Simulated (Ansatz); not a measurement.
The calculation's input:

```
crystal:
  periodic: [false, false, false]
  atoms:
    - { symbol: Al, position_ang: [0.0, 0.0, 0.0] }
    - { symbol: H, position_ang: [0.0, 0.0, 1.91] }
    - { symbol: F, position_ang: [1.4635, 0.0, -0.845] }
    - { symbol: F, position_ang: [-1.4635, 0.0, -0.845] }
    - { symbol: F, position_ang: [0.0832, -1.8866, 0.6275] }
    - { symbol: H, position_ang: [0.0446, -1.0119, 1.7645] }
basis:
  gaussian: { orbitals: def2-SVP }
hamiltonian:
  xc: { name: BHLYP }
  dispersion: d4
relax:
  f_tol: 0.15
  max_steps: 25
  restrain:
    - { distance: [0, 4], at: 1.69, k: 30.0 }
    - { distance: [5, 1], at: 0.66, k: 30.0 }
    - { distance: [0, 1], at: 2.76, k: 30.0 }
    - { distance: [5, 4], at: 2.12, k: 30.0 }
output:
  orbitals: {}
```

Command:

```sh
ansatz run input.yaml --threads 1 --pin off --max-ram 2048MiB --backend cpu --events-out ev --progress --plain --runs-dir out
```

The fields are those of the run's last geometry, not of the input's.

Not at a stationary point (largest force 1.6 eV/Å).

Computed with RKS BHLYP-D4/def2-SVP in Ansatz 0.2.0.

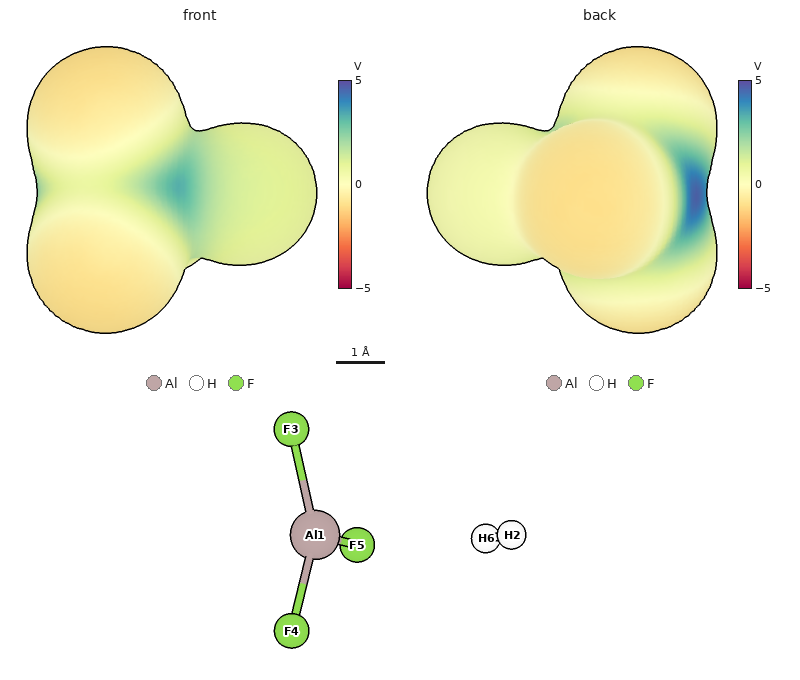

AlF₃···H₂. The electrostatic potential painted on the density surface at 0.001 e/bohr³, seen from the front and from behind; the colour scale runs from red (negative) to blue (positive). The bare structure is drawn below in the same view.

Q: Where is the surface potential most negative and most positive?

A: The most negative region (about −1.0 V) lies over F3, F4 and F5, the most positive (about +4.4 V) over Al1.
